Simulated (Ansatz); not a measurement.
The structure below was relaxed with PBE (Ansatz, a quantum-chemistry and plane-wave program; PAW; 420 eV plane waves; no spin-orbit coupling), earlier PAW set, at pressure 3 GPa.

```
TiO2
1.0
    4.61641     0.00000     0.00000
    0.00000     4.61641     0.00000
    0.00000     0.00000     2.95635
Ti O
2 4
Cartesian
  0.00000   0.00000   0.00000
  2.30820   2.30820   1.47817
  1.40595   1.40595   0.00000
  3.71415   0.90226   1.47817
  0.90226   3.71415   1.47817
  3.21046   3.21046   0.00000
```

Q: Find the space group and the Wyckoff positions.

A: Space group P4₂/mnm (No. 136); a = b = 4.6164 Å, c = 2.9563 Å, α = β = γ = 90.00°

| atom | site | symmetry | x | y | z |
|---|---|---|---|---|---|
| Ti | 2a | m.mm | 0.0000 | 0.0000 | 0.0000 |
| O | 4f | m.2m | 0.3046 | 0.3046 | 0.0000 |

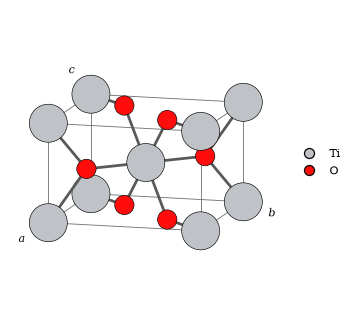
Fig. 1. The conventional cell

Load acts through the strain it causes; cell and atoms are relaxed under it. Whether these cells are dynamically stable was not tested. All final runs are without spin polarisation. The cell was made from TiO$_{2}$ in the rutile structure (space group P4_2/mnm, No. 136) by this change: pressure 3 GPa.
